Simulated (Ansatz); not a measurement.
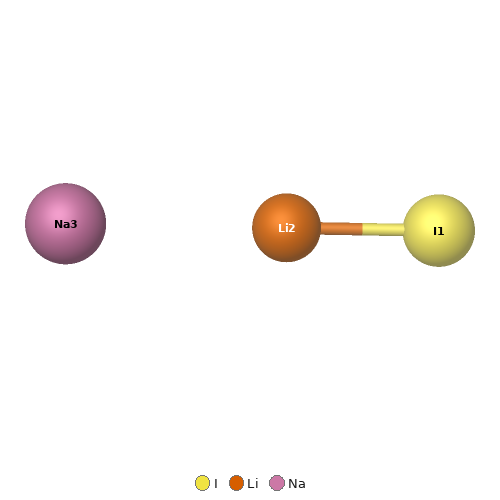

The system is I + LiNa, spin multiplicity 2; the picture shows the reference structure. Coordinates scanned: (1) distance I1–Li2; (2) distance Li2–Na3. Nothing is relaxed (the angle I1–Li2–Na3 is fixed at 180 degrees). Grid: 17 × 17 points. Points are written as (first, second). Energies are in kJ/mol, from the lowest grid point. The D4 coefficients can switch as the alkali atoms part, which puts small steps into the map. Method: Ansatz 0.2.0, UKS PBE0-D4/def2-SVPD.

Its coordinates:

```xyz
3

I    -2.4660    0.0000    0.0000
Li    0.0000    0.0000    0.0000
Na    3.5810    0.0000    0.0000
```

Range: distance I1–Li2 from 2.136 to 4.136 Å; distance Li2–Na3 from 2.352 to 4.352 Å.

Predict the map.

The lowest grid point is at (2.466 Å, 3.581 Å). The highest grid point, (4.136 Å, 2.352 Å), lies 223 kJ/mol above the lowest.

```
distance Li2–Na3 ↓, distance I1–Li2 →  2.136  2.270  2.466  2.695  2.948  3.222  3.512  3.817  4.136
                                4.191     36     13      6     21     47     77    104    136    166
                                3.879     32      9      2     16     42     73     99    128    158
                                3.581     30      7      0     14     40     72    103    130    158
                                3.299     32      8      1     15     41     72    105    137    165
                                3.035     36     12      5     19     45     76    109    141    169
                                2.793     44     21     15     28     54     86    119    151    178
                                2.579     58     35     29     43     70    102    136    167    195
                                2.406     75     53     47     62     89    122    156    188    215
```

The table holds every second grid line.

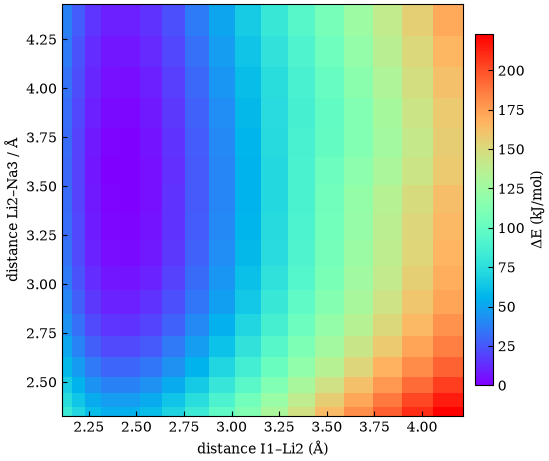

The picture shows one coloured cell a grid point.

Time for the 289 points that were run: 26 min on 1 thread of Intel(R) Xeon(R) 6975P-C (Granite Rapids), on a shared host.
